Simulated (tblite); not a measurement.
Energy and gradient calculation, with input and output: CH₄FGe (charge +1)

System: CH₄FGe, charge +1.
Method: GFN2-xTB, U-SCC (tblite 0.8.0).

The geometry is that of the parent species in another charge or spin state. The geometry comes from this level: GFN2-xTB.

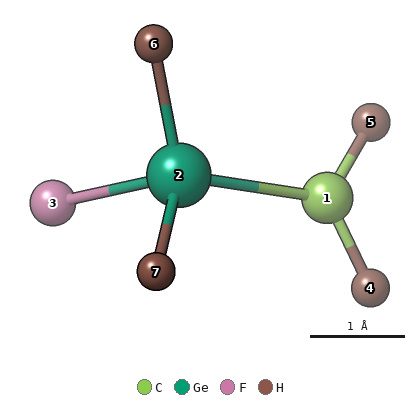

Figure 1. The input geometry (ball-and-stick view, seen at an oblique angle; atoms are numbered from 1 in the order of the input). Sticks mark near contacts. Bond lengths as drawn: C–Ge 1.91 Å, C–H 1.08 Å, F–Ge 1.76 Å and Ge–H 1.50 Å.

Input (script.py)
```python
# GFN2-xTB energy and gradient with ASE
import json
import numpy as np
from ase import Atoms
from tblite.ase import TBLite
from ase.units import kJ, mol as mol_
from ase.units import Debye

atoms = Atoms(
    symbols=["C", "Ge", "F", "H", "H", "H", "H"],
    positions=[
        [-0.936600, 0.221800, -0.691140],
        [0.648810, -0.001480, 0.348480],
        [0.367350, -1.398720, 1.386300],
        [-1.085250, -0.293130, -1.624840],
        [-1.757310, 0.837020, -0.363600],
        [0.902370, 1.073070, 1.359150],
        [1.860630, -0.438560, -0.414350],
    ],
)
start = atoms.get_positions()

atoms.calc = TBLite(
    method="GFN2-xTB",
    charge=1,
    multiplicity=1,
    accuracy=0.1,
    spin_polarization=1.0,
    verbosity=0,
)
print(f"E: {atoms.get_potential_energy() / (kJ / mol_):.6f} kJ/mol")
print(f"Dipole: {np.linalg.norm(atoms.get_dipole_moment()) / Debye:.4f} D")
for a, q in zip(atoms, atoms.get_charges()):
    print(f"{a.symbol}{a.index + 1} {q:+.4f}")
print("Forces (eV/angstrom):")
for a, F in zip(atoms, atoms.get_forces()):
    print(f"{a.symbol:<2} {F[0]:11.6f} {F[1]:11.6f} {F[2]:11.6f}")
json.dump(dict(energy=atoms.get_potential_energy(), forces=atoms.get_forces().tolist(), dipole=atoms.get_dipole_moment().tolist(), charges=atoms.get_charges().tolist(),
               symbols=atoms.get_chemical_symbols(), start=start.tolist(), final=atoms.positions.tolist()), open("results.json", "w"))
```

Run as:
```bash
python script.py
```

What the program printed
```
E: -26921.753425 kJ/mol
Dipole: 3.1853 D
C1 +0.0298
Ge2 +0.2641
F3 -0.1111
H4 +0.2166
H5 +0.2167
H6 +0.1877
H7 +0.1960
Forces (eV/angstrom):
C    -0.557439   -0.193367   -0.175434
Ge    1.206371   -0.199408    0.977179
F    -0.190966    0.232873   -0.370517
H    -0.135317   -0.244913   -0.443713
H    -0.379528    0.346075    0.069225
H    -0.070655    0.179781    0.173863
H     0.127534   -0.121040   -0.230602
```

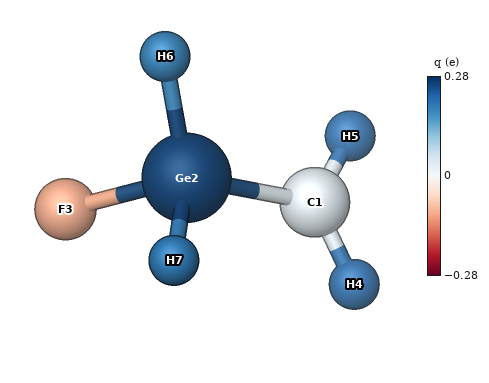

Figure 2. Mulliken charges, as the colour of each atom (ball-and-stick view, seen at a tilt; atoms are numbered from 1 in the order of the input). By element: C +0.03, Ge +0.26, F −0.11 and H +0.19 to +0.22 e.

Summary

- outcome: converged
- total energy: −10.253954 hartree
- largest force: 1.565 eV/Å
- hardware: 1 thread of Intel Xeon @ 2.70GHz, 189 GiB of memory available, shared host
- peak memory: 0.067 GiB
